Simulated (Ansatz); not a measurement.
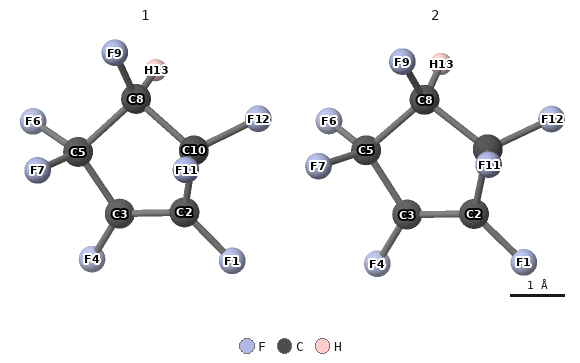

Two geometries of C₅HF₇ (coarse preliminary run), drawn at one scale. One is the start of a relaxation, the other its converged end. A ball-and-stick model, seen at a tilt.

Computed with RKS PBE-D4/def2-SVP (Ansatz). (force threshold 0.03 eV/Å; at most 200 steps)

Which of the two is the end point?

Answer. Structure 2 is the relaxed one. The start comes from a force field. Over 7 geometry steps the energy falls by 0.349 eV. The largest force component goes from 2.3 to 0.0097 eV/Å. The largest move after the best rigid fit is that of F9, 0.29 Å. Largest moves by element: F 0.29 Å, H 0.23 Å, C 0.10 Å. Among the contacts that change: C3–F4 1.275 → 1.323 Å, C8–F9 1.316 → 1.362 Å, C8–H13 1.147 → 1.111 Å, C2–C3 1.316 → 1.350 Å. Bond angles that change, for instance: F1–C2–C10 126.2° → 121.0°, C5–C8–C10 99.6° → 104.7°, F9–C8–C10 116.5° → 112.3°. The run took about 12 s of wall time on a shared GPU.
